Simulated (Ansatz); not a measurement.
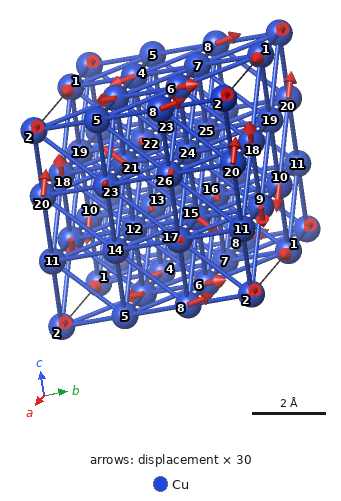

This is a relaxation of a defect cell of composition Cu. The starting structure is drawn; red arrows show the displacements, magnified 30 times.

A ball-and-stick model of the cell of the calculation, seen slightly off an axis.

Case: Cu vacancy (site a), charge +0, atoms relaxed at the host's cell.

These are results of Ansatz, DFT LDA, scalar-relativistic, plane waves, PAW, not measurements. Set-up: plane-wave cutoff 420 eV; k-point mesh 4 × 4 × 4; occupations gaussian; smearing width 0.1 eV; no spin polarisation; atoms relaxed in a fixed cell; force threshold 0.025 eV/Å; at most 45 steps.

**What happened in the run?**

The largest moves, 0.026 Å, are those of Cu atoms. The cell doesn't change. Near-neighbour distances that change, for instance: Cu–Cu 2.488 → 2.540 Å, Cu–Cu 2.488 → 2.462 Å, Cu–Cu 2.488 → 2.501 Å. Over 2 accepted moves (3 points after the start) the energy falls by 43.5 meV per cell of the calculation. Largest force component: 0.19 eV/Å at the start, 0.002 eV/Å at the end. 1 step only repeated the SCF at the same geometry. Cost: 75 s on 4 threads of Intel(R) Xeon(R) Processor @ 2.70GHz, with other jobs on the host, peak memory 2 GiB.

Limits of the set-up: the periodic images lie only 7.5 Å apart, so the values are limited by the cell's size.
